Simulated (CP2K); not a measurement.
# CH6FNSn (SMILES [CH3][SnH]([NH2])[F]) at PM6

What is the energy change on altering one bond length of CH6FNSn at PM6? 

The results are computed with CP2K 2026.2.

1 further run of the same task is left out (it didn't finish). Runs told in other sessions of the task aren't counted.

## (1) The structure to begin with

The species is CH6FNSn (10 atoms), meant as a singlet with charge 0. As SMILES, `[CH3][SnH]([NH2])[F]`. The coordinates come from a PBE0-D4/def2-TZVP relaxation. This is one conformer, not always the lowest.

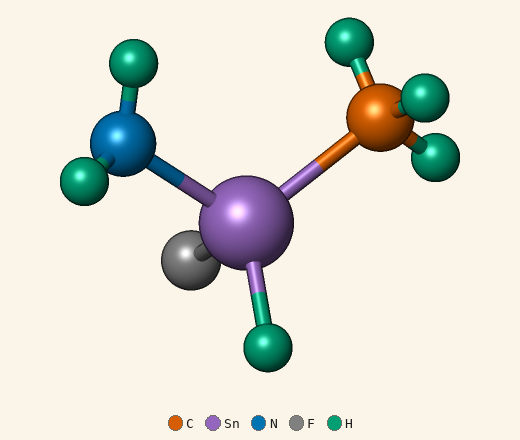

The structure, seen from a chosen angle (carbon orange, tin purple, nitrogen blue, fluorine grey, hydrogen teal).

## (2) The energy at PM6

The input, molecule.inp:

```
&GLOBAL
  PROJECT molecule
  RUN_TYPE ENERGY
  PRINT_LEVEL MEDIUM
&END GLOBAL

&FORCE_EVAL
  METHOD QUICKSTEP
  &DFT
    CHARGE 0
    MULTIPLICITY 1
    &QS
      METHOD PM6
      EPS_DEFAULT 1.0E-10
      &SE
        &COULOMB
          CUTOFF [angstrom] 50
          RC_RANGE [angstrom] 0
        &END COULOMB
        &EXCHANGE
          CUTOFF [angstrom] 50
          RC_RANGE [angstrom] 0
        &END EXCHANGE
      &END SE
    &END QS
    &POISSON
      PERIODIC NONE
      POISSON_SOLVER ANALYTIC
    &END POISSON
    &SCF
      SCF_GUESS ATOMIC
      EPS_SCF 1.0E-07
      MAX_SCF 100
      ADDED_MOS 4
      &DIAGONALIZATION
        ALGORITHM STANDARD
      &END DIAGONALIZATION
      &MIXING
        METHOD DIRECT_P_MIXING
        ALPHA 0.4
      &END MIXING
    &END SCF
    &PRINT
      &MOMENTS
        PERIODIC F
        REFERENCE COM
        MAX_MOMENT 1
      &END MOMENTS
      &MO ON
        ENERGIES T
        OCCUPATION_NUMBERS T
        NDIGITS 6
        &EACH
          QS_SCF 0
        &END EACH
        ADD_LAST NUMERIC
      &END MO
      &HIRSHFELD OFF
      &END HIRSHFELD
    &END PRINT
  &END DFT
  &SUBSYS
    &CELL
      ABC [angstrom] 20.4 20 19.6
      PERIODIC NONE
    &END CELL
    &COORD
      C      8.978550    11.064250    10.569300
      Sn     9.989250     9.453250     9.630900
      N     11.524050     8.792150    10.729500
      F      8.693250     8.021950     9.670300
      H      8.810350    10.812750    11.616600
      H      9.569450    11.978050    10.506500
      H      8.016550    11.219850    10.082400
      H     10.415150     9.548050     7.983400
      H     11.721550     9.266650    11.596900
      H     12.383450     8.565350    10.254000
    &END COORD
  &END SUBSYS
&END FORCE_EVAL
```

The run is started by

```
$ OMP_NUM_THREADS=1 cp2k.psmp -i molecule.inp -o molecule.out
```

Output, shortened:

```text
CP2K| version string:                                       CP2K version 2026.2
[...]
 GLOBAL| Method name                                                        CP2K
[...]
 GLOBAL| Run type                                                         ENERGY
[...]
                             - Atoms:                                         10
[...]
                             - Spherical basis functions:                     22
[...]
 Number of electrons:                                                         26
[...]
     1 P_Mix/Diag. 0.40E+00    0.0     0.80903802       -28.3311078608 -2.83E+01
[...]
    21 DIIS/Diag.  0.43E-07    0.0     0.00000004       -34.1341700909 -5.68E-14
  *** SCF run converged in    21 steps ***
  Core-core repulsion energy [eV]:                           1458.15065777084828
  Core Hamiltonian energy [eV]:                             -1558.59122438480495
  Two-electron integral energy [eV]:                        -1656.79487671129800
  Electronic energy [eV]:                                   -2386.98866274045349
  Total energy [eV]:                                         -928.83800496960566
  Atomic reference energy [eV]:                               926.94857879979315
  Heat of formation [kcal/mol]:                               -43.57120601594274
[...]
 SE_DIPOLE| Moment [Debye]         -2.70614203      -4.15882276       0.94026630
 SE_DIPOLE| Derivative [a.u.]       0.00000000       0.00000000       0.00000000
 ENERGY| Total FORCE_EVAL ( QS ) energy [hartree]            -34.134170090941993
[...]
```

Wall time 0.3 s (1 thread of Arm Neoverse V1, shared host).

## (3) The distorted shape at the same level

The input, calc.inp:

```
&GLOBAL
   PROJECT calc
   RUN_TYPE ENERGY
   PRINT_LEVEL MEDIUM
&END GLOBAL

&FORCE_EVAL
   METHOD QS
   &DFT
      CHARGE 0
      MULTIPLICITY 1
      ! Quickstep
      &QS
         METHOD PM6
         EPS_DEFAULT 1.0E-10
         &SE
            &COULOMB
               CUTOFF [angstrom] 50
               RC_RANGE [angstrom] 0
            &END COULOMB
            &EXCHANGE
               CUTOFF [angstrom] 50
               RC_RANGE [angstrom] 0
            &END EXCHANGE
         &END SE
      &END QS
      &POISSON
         PERIODIC NONE
         POISSON_SOLVER ANALYTIC
      &END POISSON
      &SCF
         SCF_GUESS ATOMIC
         EPS_SCF 1.0E-07
         MAX_SCF 100
         ADDED_MOS 4
         &DIAGONALIZATION
            ALGORITHM STANDARD
         &END DIAGONALIZATION
         &MIXING
            METHOD DIRECT_P_MIXING
            ALPHA 0.4
         &END MIXING
      &END SCF
      ! extra output
      &PRINT
         &MOMENTS
            PERIODIC F
            REFERENCE COM
            MAX_MOMENT 1
         &END MOMENTS
         &MO ON
            ENERGIES T
            OCCUPATION_NUMBERS T
            NDIGITS 6
            &EACH
               QS_SCF 0
            &END EACH
            ADD_LAST NUMERIC
         &END MO
         &HIRSHFELD OFF
         &END HIRSHFELD
      &END PRINT
   &END DFT
   &SUBSYS
      ! box in angstrom
      &CELL
         ABC [angstrom] 20.4 20 21
         PERIODIC NONE
      &END CELL
      &COORD
         C      8.978550    11.064250    11.928282
         Sn     9.989250     9.453250    10.989882
         N     11.524050     8.792150    12.088482
         F      8.693250     8.021950    11.029282
         H      8.810350    10.812750    12.975582
         H      9.569450    11.978050    11.865482
         H      8.016550    11.219850    11.441382
         H     10.755861     9.623888     8.024418
         H     11.721550     9.266650    12.955882
         H     12.383450     8.565350    11.612982
      &END COORD
   &END SUBSYS
&END FORCE_EVAL
```

The run is started by

```
$ OMP_NUM_THREADS=1 cp2k.psmp calc.inp > calc.out
```

Output, shortened:

```text
CP2K| version string:                                       CP2K version 2026.2
[...]
 GLOBAL| Method name                                                        CP2K
[...]
 GLOBAL| Run type                                                         ENERGY
[...]
 GENERATE| WARNING:: No connections detected for Hydrogen - Atom Nr:         8 !
 GENERATE|  Preliminary Number of Bonds generated:                             0
 GENERATE|  Achieved consistency in connectivity generation.
[...]
                             - Atoms:                                         10
[...]
                             - Spherical basis functions:                     22
[...]
 Number of electrons:                                                         26
[...]
     1 P_Mix/Diag. 0.40E+00    0.0     0.94932784       -28.4443032967 -2.84E+01
[...]
    20 DIIS/Diag.  0.48E-07    0.0     0.00000007       -33.9607343758 -2.13E-13
  *** SCF run converged in    20 steps ***
  Core-core repulsion energy [eV]:                           1423.29023798827825
  Core Hamiltonian energy [eV]:                             -1550.77098949035235
  Two-electron integral energy [eV]:                        -1593.27565529790991
  Electronic energy [eV]:                                   -2347.40881713930730
  Total energy [eV]:                                         -924.11857915102917
  Atomic reference energy [eV]:                               926.94857879979315
  Heat of formation [kcal/mol]:                                65.26134743522331
[...]
 SE_DIPOLE| Moment [Debye]         -2.76369210      -3.93136755       1.08967881
 SE_DIPOLE| Derivative [a.u.]       0.00000000       0.00000000       0.00000000
 ENERGY| Total FORCE_EVAL ( QS ) energy [hartree]            -33.960734375821630
[...]
```

Run time: 0.3 s. Hardware: 1 thread of Arm Neoverse V1, shared host.

## (4) Outcome

Level: PM6.

| quantity | value |
| --- | --- |
| first shape: total energy | -34.13417 Eh |
| first shape: dipole moment | 5.05 D |
| first shape: HOMO energy | -9.46 eV |
| first shape: LUMO energy | 0.62 eV |
| first shape: HOMO–LUMO gap | 10.09 eV |
| first shape: heat of formation | -43.6 kcal/mol |
| distorted shape: total energy | -33.96073 Eh |
| distorted shape: dipole moment | 4.93 D |
| distorted shape: HOMO energy | -7.50 eV |
| distorted shape: LUMO energy | -1.79 eV |
| distorted shape: HOMO–LUMO gap | 5.71 eV |
| distorted shape: heat of formation | 65.3 kcal/mol |
| energy change with the Sn2–H8 bond stretched from 1.704 to 3.068 Å | 4.719 eV |

One bond (distorted shape) is far stretched, which a spin-restricted single reference describes badly. With the Sn2–H8 bond stretched from 1.704 to 3.068 Å the energy rises by 4.72 eV (455 kJ/mol). The first shape isn't relaxed at this level, so the change isn't measured from a minimum. A restricted reference can't describe the breaking bond well at this length.
